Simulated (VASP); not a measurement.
# Which magnetic order does MnF2 take?, part 3 of 5

Aim: compare collinear orders of MnF2. The start is a cell from a database of measured crystal structures.

VASP 6.6.1, plane waves and PAW; the level of theory is named at each step.

Still holding for the runs below: The magnetic state follows from one typed start and may not be the lowest.

So far, largest spin moment in the PAW sphere (μB): step 2 (magnetic order, 6 atoms, start order ferro, PBE, DFT+U, from parallel moments) 4.69; step 3 (magnetic order, 6 atoms, start order antiferro) 4.67; step 4 (magnetic order, 12 atoms, start order antiferro q=(1/2,1/2,1/2)) 4.68.

### 5. Magnetic order, 12 atoms, start order antiferro q=(0,1/2,0)

Level of this step: PBE, DFT+U (Mn d 4 eV), spin-polarised, from moments of both signs; plane waves and PAW (Mn_pv, F) (VASP).

Contents of INCAR:

```
SYSTEM = MnF2
PREC = Accurate
ENCUT = 480
EDIFF = 1E-06
NELM = 150
ISMEAR = -1
SIGMA = 0.02
LREAL = .FALSE.
ALGO = Normal
GGA = PE
NBANDS = 70
ISPIN = 2
MAGMOM = 4.5 -4.5 4.5 -4.5 0 0 0 0 0 0 0 0
LDAU = .TRUE.
LDAUTYPE = 2
LDAUL = 2 -1
LDAUU = 4 0
LDAUJ = 0 0
LDAUPRINT = 1
LASPH = .TRUE.
LMAXMIX = 4
LORBIT = 11
LWAVE = .FALSE.
LCHARG = .FALSE.
KPAR = 4
AMIX = 0.2
BMIX = 1E-04
AMIX_MAG = 0.8
BMIX_MAG = 1E-04
```

Contents of POSCAR:

```
MnF2
1.0
    4.8738000000      0.0000000000      0.0000000000
    0.0000000000      9.7476000000      0.0000000000
    0.0000000000      0.0000000000      3.3107000000
Mn F
4 8
Direct
    0.0000000000      0.0000000000      0.0000000000
    0.0000000000      0.5000000000      0.0000000000
    0.5000000000      0.2500000000      0.5000000000
    0.5000000000      0.7500000000      0.5000000000
    0.3053000000      0.1526500000      0.0000000000
    0.3053000000      0.6526500000      0.0000000000
    0.1947000000      0.4026500000      0.5000000000
    0.1947000000      0.9026500000      0.5000000000
    0.6947000000      0.3473500000      0.0000000000
    0.6947000000      0.8473500000      0.0000000000
    0.8053000000      0.0973500000      0.5000000000
    0.8053000000      0.5973500000      0.5000000000
```

Contents of KPOINTS:

```
Automatic mesh
0
Gamma
6 3 10
0 0 0
```

PAW data sets: Mn_pv and F (PBE family, release 64).

Run with:

```bash
$ mpirun -np 4 vasp_std
```

Log:

```text
[... set-up lines as in an earlier step ...]
 entering main loop
       N       E                     dE             d eps       ncg     rms          rms(c)
DAV:   1     0.148462867897E+04    0.14846E+04   -0.57474E+04 13992   0.166E+03
DAV:   2     0.966017595885E+02   -0.13880E+04   -0.12743E+04 14146   0.512E+02
DAV:   3    -0.715488180373E+02   -0.16815E+03   -0.16529E+03 14522   0.192E+02
DAV:   4    -0.764193413525E+02   -0.48705E+01   -0.48487E+01 15294   0.342E+01
[...]
DAV:  16    -0.756567988498E+02   -0.93009E-05   -0.96816E-05 14176   0.793E-02    0.400E-02
DAV:  17    -0.756568011518E+02   -0.23020E-05   -0.11045E-05 14602   0.203E-02    0.191E-02
DAV:  18    -0.756568004924E+02    0.65937E-06   -0.36561E-06 10814   0.896E-03
   1 F= -.75656800E+02 E0= -.75656800E+02  d E =-.151811E-12  mag=    -0.0000
```

Run time: 2.4 min. Hardware: 4 MPI ranks of Intel Xeon Platinum 8559C (Emerald Rapids), shared host; peak memory 2.8 GiB.

From OUTCAR (step 5):

```text
  Total        3.5864757      3.5887087      4.1463040      0.0000000      0.0000000      0.0000000
  in kB       36.5336647     36.5564116     42.2363610      0.0000000      0.0000000      0.0000000
  external PRESSURE =      38.4421458 kB  Pullay stress =       0.0000000 kB

 POSITION                                       TOTAL-FORCE (eV/Angst)
 -----------------------------------------------------------------------------------
      0.00000      0.00000      0.00000        -0.014860     -0.029233     -0.000000
      0.00000      4.87380      0.00000        -0.014860     -0.029233     -0.000000
      2.43690      2.43690      1.65535        -0.014860      0.029233     -0.000000
      2.43690      7.31070      1.65535        -0.014860      0.029233     -0.000000
      1.48797      1.48797      0.00000        -0.037711     -0.037302      0.000000
      1.48797      6.36177      0.00000        -0.037711     -0.037302      0.000000
      0.94893      3.92487      1.65535         0.052571     -0.052593     -0.000000
      0.94893      8.79867      1.65535         0.052571     -0.052593     -0.000000
      3.38583      3.38583      0.00000         0.052571      0.052593     -0.000000
      3.38583      8.25963      0.00000         0.052571      0.052593     -0.000000
      3.92487      0.94893      1.65535        -0.037711      0.037302      0.000000
      3.92487      5.82273      1.65535        -0.037711      0.037302      0.000000
 -----------------------------------------------------------------------------------
    total drift:                               -0.000031      0.000000     -0.000000

  FREE ENERGIE OF THE ION-ELECTRON SYSTEM (eV)
  ---------------------------------------------------
  free  energy   TOTEN  =       -75.6568004924 eV

  energy  without entropy=      -75.6568004924  energy(sigma->0) =      -75.65680049

 magnetization (x)
# of ion       s       p       d       tot
------------------------------------------
    1        0.021   0.020   4.640   4.680
    2       -0.021  -0.020  -4.640  -4.680
    3        0.021   0.020   4.640   4.680
    4       -0.021  -0.020  -4.640  -4.680
    5        0.006   0.049   0.000   0.056
    6       -0.006  -0.049   0.000  -0.056
    7       -0.002  -0.017   0.000  -0.019
    8        0.002   0.017   0.000   0.019
    9        0.002   0.017   0.000   0.019
   10       -0.002  -0.017   0.000  -0.019
   11        0.006   0.049   0.000   0.056
   12       -0.006  -0.049   0.000  -0.056
--------------------------------------------------
tot          0.000   0.000   0.000   0.000

[... 3 further parts left out ...]
[key lines of the parts left out:]
E-fermi :   2.2046
```

Spin moment in the PAW sphere by atom:

```
atom  spin moment in the PAW sphere (μB)
 Mn1                                4.68
 Mn2                               -4.68
 Mn3                                4.68
 Mn4                               -4.68
  F5                                0.06
  F6                               -0.06
  F7                               -0.02
  F8                                0.02
  F9                                0.02
 F10                               -0.02
 F11                                0.06
 F12                               -0.06
```

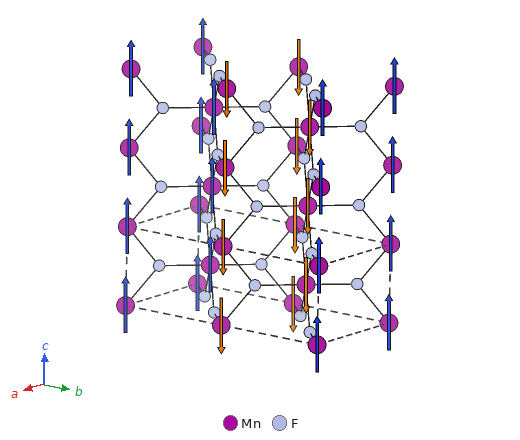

Spin moment in the PAW sphere as arrows, the longest 4.68 μB. Up and down stand for the sign. Arrows give size and sign along the axis of quantisation, drawn up and down the page. The two directions have two colours. 1×1×3 cells are drawn. Some periodic images of atoms are drawn too.

The largest moment at the end is 4.68 μB, and the moments of the cell sum to 0.00 μB.

### 6. Magnetic order, 12 atoms, start order antiferro q=(0,1/2,1/2)

INCAR is that of step 5.

Contents of POSCAR:

```
MnF2
1.0
    4.8738000000      0.0000000000      0.0000000000
    0.0000000000      9.7476000000      0.0000000000
    0.0000000000      4.8738000000      3.3107000000
Mn F
4 8
Direct
    0.0000000000      0.0000000000      0.0000000000
    0.0000000000      0.5000000000      0.0000000000
    0.5000000000      0.0000000000      0.5000000000
    0.5000000000      0.5000000000      0.5000000000
    0.3053000000      0.1526500000      0.0000000000
    0.3053000000      0.6526500000      0.0000000000
    0.1947000000      0.1526500000      0.5000000000
    0.1947000000      0.6526500000      0.5000000000
    0.6947000000      0.3473500000      0.0000000000
    0.6947000000      0.8473500000      0.0000000000
    0.8053000000      0.8473500000      0.5000000000
    0.8053000000      0.3473500000      0.5000000000
```

Contents of KPOINTS:

```
Automatic mesh
0
Gamma
6 6 9
0 0 0
```

Run with:

```bash
$ mpirun -np 4 vasp_std
```

Log:

```text
[banner, memory and clock lines left out]
running    4 mpi-ranks, on    1 nodes
[...]
LDA part: xc-table for (Slater+PW92), standard interpolation
|                                                                             |
|           W    W    AA    RRRRR   N    N  II  N    N   GGGG   !!!           |
|           W    W   A  A   R    R  NN   N  II  NN   N  G    G  !!!           |
|           W    W  A    A  R    R  N N  N  II  N N  N  G       !!!           |
|           W WW W  AAAAAA  RRRRR   N  N N  II  N  N N  G  GGG   !            |
|           WW  WW  A    A  R   R   N   NN  II  N   NN  G    G                |
|           W    W  A    A  R    R  N    N  II  N    N   GGGG   !!!           |
|                                                                             |
|     Your reciprocal lattice and k-lattice belong to different lattice       |
|     classes:                                                                |
|                                                                             |
|        The reciprocal lattice is base centered orthorhombic,                |
|        whereas your k-lattice is simple monoclinic.                         |
|                                                                             |
|     Results are often still useful ...                                      |
|                                                                             |

 POSCAR, INCAR and KPOINTS ok, starting setup
[...]
entering main loop
       N       E                     dE             d eps       ncg     rms          rms(c)
DAV:   1     0.148518275653E+04    0.14852E+04   -0.57332E+04 32704   0.166E+03
DAV:   2     0.973273418897E+02   -0.13879E+04   -0.12743E+04 32888   0.512E+02
DAV:   3    -0.715552909998E+02   -0.16888E+03   -0.16620E+03 33970   0.192E+02
DAV:   4    -0.764438769133E+02   -0.48886E+01   -0.48669E+01 35354   0.343E+01
[...]
DAV:  16    -0.756602164660E+02    0.49188E-04   -0.22746E-04 33280   0.808E-02    0.654E-02
DAV:  17    -0.756601980712E+02    0.18395E-04   -0.57068E-05 35920   0.329E-02    0.362E-02
DAV:  18    -0.756601987196E+02   -0.64843E-06   -0.19495E-06 24404   0.884E-03
   1 F= -.75660199E+02 E0= -.75660199E+02  d E =-.183080E-11  mag=     0.0000
```

Run time: 8.7 min. Hardware: 4 MPI ranks; peak memory 5.4 GiB; 35 min of CPU time.

Parts of OUTCAR (step 6):

```text
  Total        3.7664637      3.7742926      4.3292568      0.0000000      0.0496519      0.0000000
  in kB       38.3671140     38.4468640     44.1000112      0.0000000      0.5057795      0.0000000
  external PRESSURE =      40.3046631 kB  Pullay stress =       0.0000000 kB

 POSITION                                       TOTAL-FORCE (eV/Angst)
 -----------------------------------------------------------------------------------
      0.00000      0.00000      0.00000         0.000000      0.000000     -0.000000
      0.00000      4.87380      0.00000         0.000000      0.000000     -0.000000
      2.43690      2.43690      1.65535         0.000000      0.000000     -0.000000
      2.43690      7.31070      1.65535         0.000000      0.000000     -0.000000
      1.48797      1.48797      0.00000        -0.047337     -0.046931     -0.013486
      1.48797      6.36177      0.00000        -0.047337     -0.046931     -0.013486
      0.94893      3.92487      1.65535         0.047337     -0.046931     -0.013486
      0.94893      8.79867      1.65535         0.047337     -0.046931     -0.013486
      3.38583      3.38583      0.00000         0.047337      0.046931      0.013486
      3.38583      8.25963      0.00000         0.047337      0.046931      0.013486
      3.92487     10.69653      1.65535        -0.047337      0.046931      0.013486
      3.92487      5.82273      1.65535        -0.047337      0.046931      0.013486
 -----------------------------------------------------------------------------------
    total drift:                                0.000000      0.000000      0.000000

  FREE ENERGIE OF THE ION-ELECTRON SYSTEM (eV)
  ---------------------------------------------------
  free  energy   TOTEN  =       -75.6601987196 eV

  energy  without entropy=      -75.6601987196  energy(sigma->0) =      -75.66019872

 magnetization (x)
# of ion       s       p       d       tot
------------------------------------------
    1        0.020   0.019   4.639   4.677
    2       -0.020  -0.019  -4.639  -4.677
    3        0.020   0.019   4.639   4.677
    4       -0.020  -0.019  -4.639  -4.677
    5        0.002   0.016   0.000   0.018
    6       -0.002  -0.016   0.000  -0.018
    7        0.002   0.016   0.000   0.018
    8       -0.002  -0.016   0.000  -0.018
    9       -0.002  -0.016   0.000  -0.018
   10        0.002   0.016   0.000   0.018
   11        0.002   0.016   0.000   0.018
   12       -0.002  -0.016   0.000  -0.018
--------------------------------------------------
tot          0.000   0.000  -0.000  -0.000

[... 3 further parts left out ...]
[key lines of the parts left out:]
E-fermi :   2.2947
```

Spin moment in the PAW sphere by atom:

```
atom  spin moment in the PAW sphere (μB)
 Mn1                                4.68
 Mn2                               -4.68
 Mn3                                4.68
 Mn4                               -4.68
  F5                                0.02
  F6                               -0.02
  F7                                0.02
  F8                               -0.02
  F9                               -0.02
 F10                                0.02
 F11                                0.02
 F12                               -0.02
```

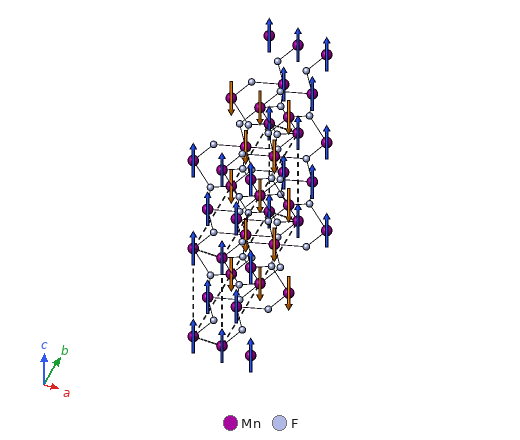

Spin moment in the PAW sphere as arrows, the longest 4.68 μB. Up and down stand for the sign. Arrows give size and sign along the axis of quantisation, drawn up and down the page. The two directions have two colours. Bonds to atoms that aren't drawn are left out. 2×1×2 cells are drawn. Some periodic images of atoms are drawn too.

The largest moment at the end is 4.68 μB, and the moments of the cell sum to 0.00 μB.

### 7. Magnetic order, 12 atoms, start order antiferro q=(0,0,1/2)

INCAR is that of step 6.

Contents of POSCAR:

```
MnF2
1.0
    4.8738000000      0.0000000000      0.0000000000
    0.0000000000      4.8738000000      0.0000000000
    0.0000000000      0.0000000000      6.6214000000
Mn F
4 8
Direct
    0.0000000000      0.0000000000      0.0000000000
    0.0000000000      0.0000000000      0.5000000000
    0.5000000000      0.5000000000      0.2500000000
    0.5000000000      0.5000000000      0.7500000000
    0.3053000000      0.3053000000      0.0000000000
    0.3053000000      0.3053000000      0.5000000000
    0.1947000000      0.8053000000      0.2500000000
    0.1947000000      0.8053000000      0.7500000000
    0.6947000000      0.6947000000      0.0000000000
    0.6947000000      0.6947000000      0.5000000000
    0.8053000000      0.1947000000      0.2500000000
    0.8053000000      0.1947000000      0.7500000000
```

Contents of KPOINTS:

```
Automatic mesh
0
Gamma
6 6 5
0 0 0
```

Run with:

```bash
$ mpirun -np 4 vasp_std
```

Log:

```text
[... set-up lines as in an earlier step ...]
 entering main loop
       N       E                     dE             d eps       ncg     rms          rms(c)
DAV:   1     0.148213324339E+04    0.14821E+04   -0.57297E+04  8752   0.166E+03
DAV:   2     0.950069463909E+02   -0.13871E+04   -0.12712E+04  8864   0.511E+02
DAV:   3    -0.717549604881E+02   -0.16676E+03   -0.16415E+03  9066   0.191E+02
DAV:   4    -0.764445008289E+02   -0.46895E+01   -0.46697E+01  9600   0.339E+01
[...]
DAV:  16    -0.756597311145E+02    0.20302E-05   -0.11574E-04  8960   0.754E-02    0.215E-02
DAV:  17    -0.756597264810E+02    0.46336E-05   -0.26251E-05  9004   0.227E-02    0.102E-02
DAV:  18    -0.756597266478E+02   -0.16686E-06   -0.90663E-07  5316   0.518E-03
   1 F= -.75659727E+02 E0= -.75659727E+02  d E =-.153420E-10  mag=     0.0000
```

The job ended after 97 s (4 MPI ranks; peak memory 2.1 GiB; 6.4 min of CPU time).

From OUTCAR (step 7):

```text
  Total        3.6270401      3.6270401      4.1887848     -0.0000000      0.0000000      0.0000000
  in kB       36.9468744     36.9468744     42.6690921     -0.0000000      0.0000000      0.0000000
  external PRESSURE =      38.8542803 kB  Pullay stress =       0.0000000 kB

 POSITION                                       TOTAL-FORCE (eV/Angst)
 -----------------------------------------------------------------------------------
      0.00000      0.00000      0.00000         0.000000      0.000000     -0.022604
      0.00000      0.00000      3.31070         0.000000      0.000000     -0.022604
      2.43690      2.43690      1.65535         0.000000      0.000000      0.022604
      2.43690      2.43690      4.96605         0.000000      0.000000      0.022604
      1.48797      1.48797      0.00000        -0.047881     -0.047881     -0.017721
      1.48797      1.48797      3.31070        -0.047881     -0.047881     -0.017721
      0.94893      3.92487      1.65535         0.047881     -0.047881      0.017721
      0.94893      3.92487      4.96605         0.047881     -0.047881      0.017721
      3.38583      3.38583      0.00000         0.047881      0.047881     -0.017721
      3.38583      3.38583      3.31070         0.047881      0.047881     -0.017721
      3.92487      0.94893      1.65535        -0.047881      0.047881      0.017721
      3.92487      0.94893      4.96605        -0.047881      0.047881      0.017721
 -----------------------------------------------------------------------------------
    total drift:                               -0.000000      0.000000      0.000000

  FREE ENERGIE OF THE ION-ELECTRON SYSTEM (eV)
  ---------------------------------------------------
  free  energy   TOTEN  =       -75.6597266478 eV

  energy  without entropy=      -75.6597266478  energy(sigma->0) =      -75.65972665

 magnetization (x)
# of ion       s       p       d       tot
------------------------------------------
    1        0.020   0.019   4.639   4.678
    2       -0.020  -0.019  -4.639  -4.678
    3        0.020   0.019   4.639   4.678
    4       -0.020  -0.019  -4.639  -4.678
    5        0.002   0.016   0.000   0.019
    6       -0.002  -0.016   0.000  -0.019
    7        0.002   0.016   0.000   0.019
    8       -0.002  -0.016   0.000  -0.019
    9        0.002   0.016   0.000   0.019
   10       -0.002  -0.016   0.000  -0.019
   11        0.002   0.016   0.000   0.019
   12       -0.002  -0.016   0.000  -0.019
--------------------------------------------------
tot          0.000   0.000   0.000   0.000

[... 3 further parts left out ...]
[key lines of the parts left out:]
E-fermi :   2.0641
```

The largest moment at the end is 4.68 μB, and the moments of the cell sum to 0.00 μB.

(Continued in part 4 of 5.)

[Lines on the potential files, build, host, timing and source positions are cut from VASP's logs without a mark.]

[Logs are printed without paths, hosts, clocks, repeated set-up lines and the standing remarks that a program may print on its own settings, such as how far it seeks lower states.]

[Hosts, paths, dates, database ids (printed as entryN), source tags and the programs' standing remarks are cut or masked in the printed files.]

[Runs that stopped without an error message from VASP are left out.]

[In band tables of VASP the shares of atoms and orbitals are scaled to a sum of 1 inside the atoms' spheres.]
